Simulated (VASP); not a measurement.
Band structure of BaTe (rock salt). All values below come from PBE GGA, VASP's PBE PAW potentials (set 64) (plane waves; VASP).

Unless said otherwise, spin-orbit coupling is left out, though it shifts the bands of the heavy elements here.

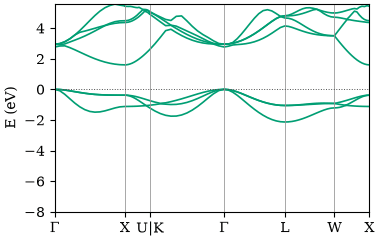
*Bands along high-symmetry lines, zero at the valence-band maximum or, without a gap, the Fermi level*

Question: Read the plot: is there a gap, and where are the band edges?

Answer: The gap is indirect, 1.60 eV, from the valence maximum at Γ to the conduction minimum at X. (Edges off the drawn lines would not show.)

The compound is BaTe in the rock salt structure. It was relaxed first.
